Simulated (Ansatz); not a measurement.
# CH5ClOSi (SMILES CO[SiH2]Cl): HF/3-21G

We compute energy and gradient of CH5ClOSi. 

Program for the calculation: Ansatz 0.2.0.

5 further runs of the same task are left out: 1 that didn't finish, 4 set aside as unsound or not needed.

### 1 The system as given

CH5ClOSi has 9 atoms, charge 0, and is taken as a singlet. As SMILES, `CO[SiH2]Cl`. The shape is that of a PBE0-D4/def2-TZVP optimisation. This is one conformer, not always the lowest.

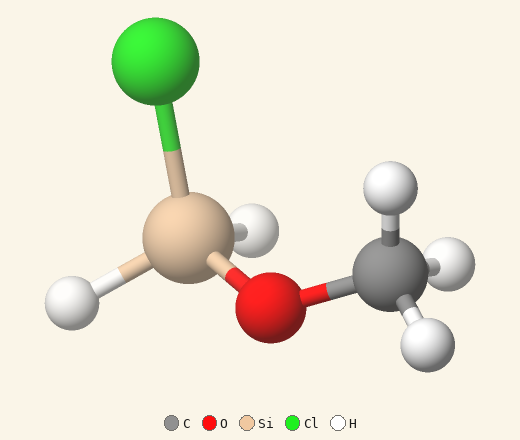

The structure, seen from a chosen angle (carbon grey, oxygen red, silicon light orange, chlorine green, hydrogen white).

### 2 Energy and forces at HF/3-21G

Input file molecule.yaml:

```yaml
crystal:
  periodic: [false, false, false]
  atoms:
    - {symbol: C, position_ang: [-0.841000, 0.987400, 0.447000]}
    - {symbol: O, position_ang: [0.418200, 0.685500, -0.117200]}
    - {symbol: Si, position_ang: [0.891200, -0.804900, -0.562600]}
    - {symbol: Cl, position_ang: [0.958100, -2.072600, 1.056300]}
    - {symbol: H, position_ang: [-0.939900, 2.072400, 0.489700]}
    - {symbol: H, position_ang: [-0.920800, 0.584000, 1.460600]}
    - {symbol: H, position_ang: [-1.659100, 0.583600, -0.159700]}
    - {symbol: H, position_ang: [2.251500, -0.671700, -1.115300]}
    - {symbol: H, position_ang: [-0.069600, -1.410100, -1.515800]}
basis:
  gaussian:
    orbitals: 3-21G.json
hamiltonian:
  xc: hf
accuracy: high
output: {forces: true, orbitals: {seedname: orbitals}}
```

The basis set 3-21G is read from a file made from the Basis Set Exchange's data (not shown).

The run is started by

```sh
$ ansatz run molecule.yaml --threads 1 --pin off --max-ram 2610MiB --events-out events.jsonl --progress --plain --runs-dir runs
```

Q: Predict the results. Wanted: total energy; dipole moment; HOMO energy; LUMO energy; HOMO–LUMO gap; largest force on an atom.

**Answer.** As computed:

At HF/3-21G:

```
                quantity          value
            total energy  -859.76362 Eh
           dipole moment         2.62 D
             HOMO energy      -12.18 eV
             LUMO energy        4.18 eV
           HOMO–LUMO gap       16.37 eV
largest force on an atom     2.689 eV/Å
```

**Reading.** The largest force is 2.69 eV/Å: the shape isn't a stationary point for this species at this level.
